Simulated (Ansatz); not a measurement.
**Run report: C2H7Ga, single-point calculation**

C2H7Ga, computed with RKS PBE0-D4/def2-TZVPP (Ansatz 0.2.0).

The geometry is the reactant side of a reaction. The reaction was set up to form H2–H4 and to break Ga1–H2 and C3–H4 (atoms counted from 1 in the order of the input); sticks are drawn by distance alone. The geometry comes from this level: PBE0-D4/def2-TZVP.

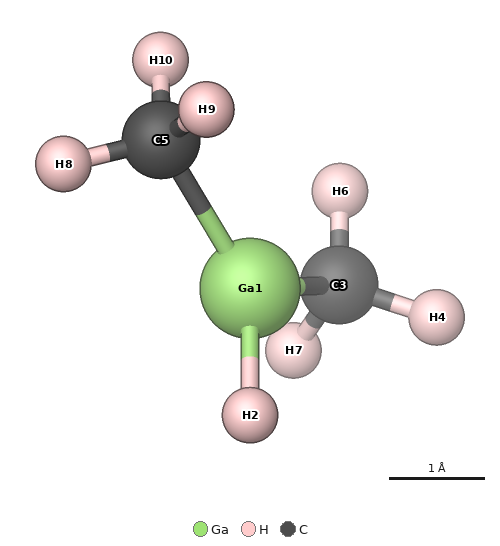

The structure as given in the input (ball-and-stick view, seen at an oblique angle; atoms are numbered from 1 in the order of the input). Sticks mark near contacts. Bond lengths as drawn: C–Ga 1.97 Å, C–H 1.09 Å and Ga–H 1.58 Å.

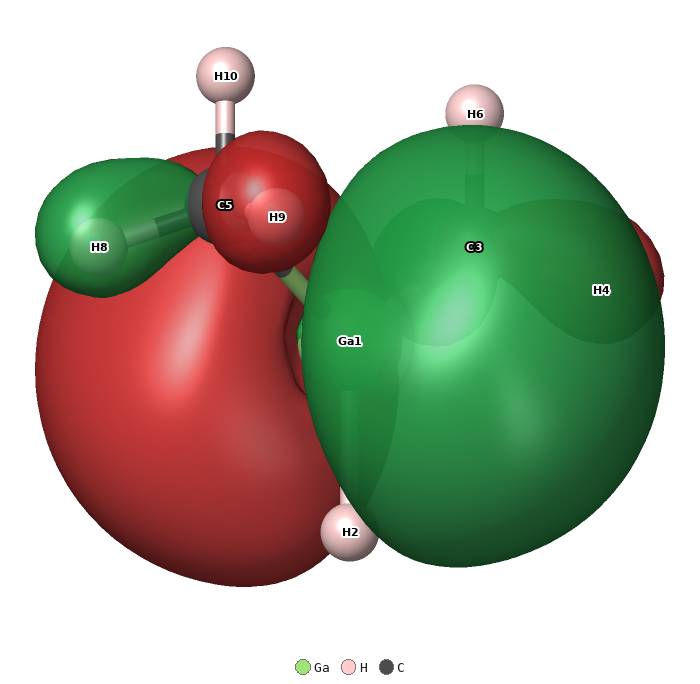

The LUMO at ±0.08 Å⁻³ᐟ² (green and red are the two phases), seen at an oblique angle. By Hirshfeld shares it lies mainly on Ga1 (75 %). Its energy is −0.94 eV.

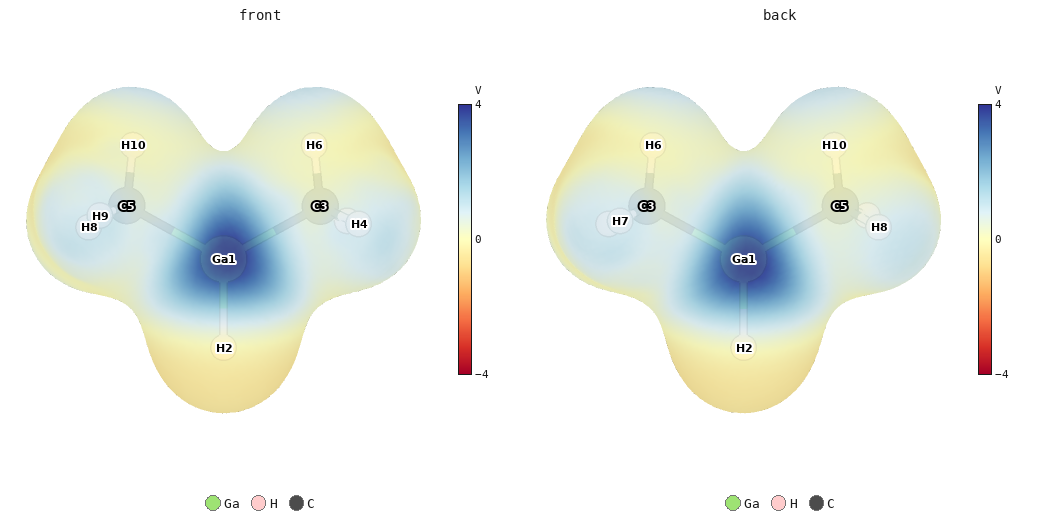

The molecular electrostatic potential painted on the density surface at 0.004 e/bohr³, seen face on and from behind; red is negative and blue positive.

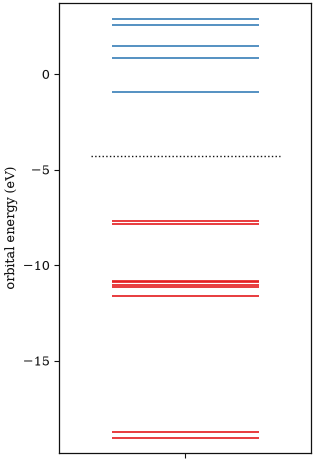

Orbital energies near the frontier; the dotted line parts filled from empty levels, and levels within 0.02 eV of each other stand side by side. Highest filled −7.67 eV, lowest empty −0.94 eV, 6.73 eV apart.

These pictures come from the run below.

## The input
```yaml
crystal:
  periodic: [false, false, false]
  atoms:
    - {symbol: Ga, position_ang: [0.081138, -0.651429, -0.250802]}
    - {symbol: H, position_ang: [0.261801, -2.116822, -0.813800]}
    - {symbol: C, position_ang: [-0.868029, 0.677655, -1.353270]}
    - {symbol: H, position_ang: [-0.423242, 0.735295, -2.350476]}
    - {symbol: C, position_ang: [0.811841, -0.222285, 1.528244]}
    - {symbol: H, position_ang: [-0.863055, 1.673839, -0.908682]}
    - {symbol: H, position_ang: [-1.908380, 0.367656, -1.492292]}
    - {symbol: H, position_ang: [0.443956, -0.932236, 2.274051]}
    - {symbol: H, position_ang: [1.901714, -0.320486, 1.513985]}
    - {symbol: H, position_ang: [0.562156, 0.788714, 1.853141]}
basis:
  gaussian: {orbitals: def2-TZVPP}
hamiltonian: {xc: pbe0, dispersion: d4}
output: {orbitals: {seedname: orbitals}}
```

Launched with:
```bash
ansatz run in.yaml --threads 4 --pin off --events-out ev --progress --plain --max-ram 9574MiB
```

## Log
```
Functional definition: PBE0
  name "PBE0"
  cite "Adamo & Barone, J. Chem. Phys. 110, 6158 (1999) doi:10.1063/1.478522"
  cite "Perdew, Burke & Ernzerhof, Phys. Rev. Lett. 77, 3865 (1996) doi:10.1103/PhysRevLett.77.3865"
  parent pbe
  parameter a = 0.25
  parameter kappa = 0.804
  parameter beta = 0.06672455060314922
  exchange = (1 - a)*pbe_x(kappa = kappa, mu = beta*pi^2/3) + a*exact_x
  correlation = pbe_c(beta = beta)
1186 factors; their error is unknown
mean field evaluation 1: about -54545.8507 eV, gradient 7.3e1 eV
mean field evaluation 2: about -54540.4082 eV, gradient 8.4e1 eV
mean field evaluation 4: about -54557.1364 eV, gradient 3.9e0 eV
mean field evaluation 8: about -54557.3371 eV, gradient 5.1e-2 eV
mean field -54557.33710610 eV, -2004.9451583579 hartree, gradient 3.3e-5 eV, S^2 0.000000; 0 other end points of the search recorded, 0 dependent functions left out
reference -54557.33713896 eV, -2004.9451595656 hartree; 25, 25 occupied and 183, 183 virtual orbitals, 1186 factors
Total energy: -54557.46502608 eV, -2004.9498593305 hartree
```

## Key numbers

- outcome: converged
- total energy: −54557.4650 eV
- mean-field energy: −54557.3371 eV
- dispersion energy: −0.1279 eV
- SCF solution under orbital rotations: stable
- HOMO: −7.67 eV
- LUMO: −0.94 eV
- hardware: 4 threads of Arm Neoverse V2, 23 GiB of memory available, shared host
- wall time: 1.6 s (CPU time 5.5 s)
- peak memory: 0.43 GiB
